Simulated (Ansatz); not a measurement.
The starting structures come from a database of crystals and need not be the phases stable at ambient conditions.

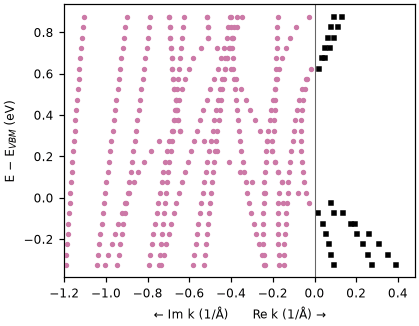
*Complex bands at the centre of the two-dimensional zone; r2SCAN run with Ansatz (a program for electronic structure)*

No gap correction and no spin-orbit coupling; mid-gap values are interpolated between computed energies.

Q: This is CsCd4As3 (P4/mmm, not sure to be the ambient phase, 8 atoms a cell, 28.2 Å³ an atom) along the normal of (100). Read off the slowest decay at the centre of the two-dimensional zone at 0.33 eV, the computed energy nearest the middle of the gap.

A: κ ≈ 0.06 1/Å, a decay length 1/(2κ) of the density of 7.8 Å.
